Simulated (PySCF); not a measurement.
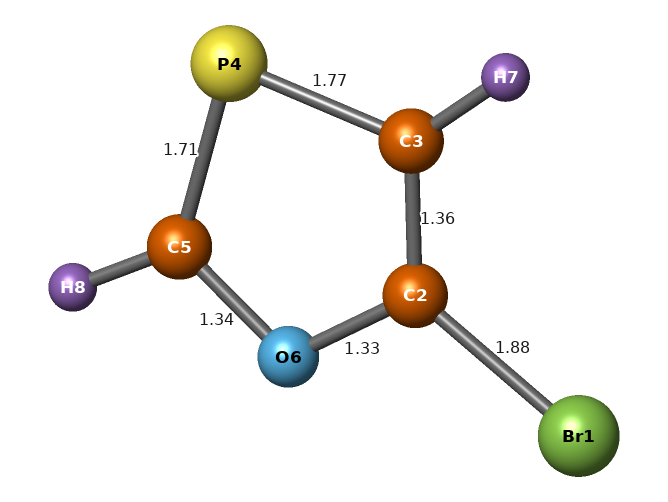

The numbers beside the sticks are distances in Å. Sticks don't show bond order. Computed geometry: GFN2-xTB optimisation. No frequency run is at hand to confirm it as a minimum.

Question: Which of the marked bonds are single, double, triple or aromatic?

Answer: Br1–C2 single; C2–C3 aromatic; C2–O6 aromatic; C3–P4 aromatic; P4–C5 aromatic; C5–O6 aromatic.

Question: Write the SMILES.

Answer: Brc1cpco1
